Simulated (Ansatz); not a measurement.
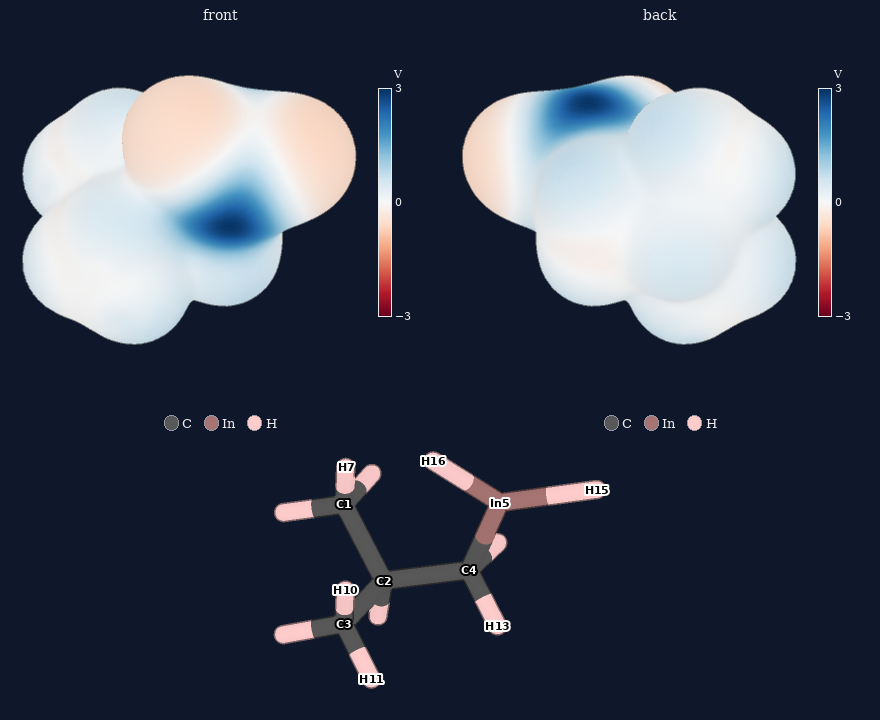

Figure 1: C₄H₁₁In. The molecular electrostatic potential painted on the density surface at 0.002 e/bohr³, seen from the front and from behind; the colour scale runs from red (negative) to blue (positive). The bare structure is drawn below in the same view.

Geometry: PBE0-D4/def2-TZVP; core potentials replace the inner electrons of In.

Theory: RKS PBE0-D4/def2-TZVPP in Ansatz 0.2.0.

```yaml
atoms:
  - { symbol: C, position_ang: [0.8434, 0.3289, -1.3740] }
  - { symbol: C, position_ang: [0.3886, -0.7039, -0.3539] }
  - { symbol: C, position_ang: [-1.0567, -1.1096, -0.6003] }
  - { symbol: C, position_ang: [0.5997, -0.2147, 1.0741] }
  - { symbol: In, position_ang: [-0.4950, 1.5578, 1.6786] }
  - { symbol: H, position_ang: [0.7541, -0.0519, -2.3948] }
  - { symbol: H, position_ang: [0.2310, 1.2354, -1.3084] }
  - { symbol: H, position_ang: [1.8865, 0.6142, -1.2128] }
  - { symbol: H, position_ang: [1.0095, -1.6006, -0.4963] }
  - { symbol: H, position_ang: [-1.7234, -0.2442, -0.5122] }
  - { symbol: H, position_ang: [-1.3861, -1.8636, 0.1198] }
  - { symbol: H, position_ang: [-1.1899, -1.5233, -1.6033] }
  - { symbol: H, position_ang: [0.3331, -0.9956, 1.7957] }
  - { symbol: H, position_ang: [1.6577, 0.0067, 1.2564] }
  - { symbol: H, position_ang: [-0.2813, 2.1402, 3.2979] }
  - { symbol: H, position_ang: [-1.5712, 2.4241, 0.6336] }
```

Describe the electrostatic potential map.

Answer. The most negative region (about −0.6 V) lies over H15 and H16, the most positive (about +2.8 V) over In5.
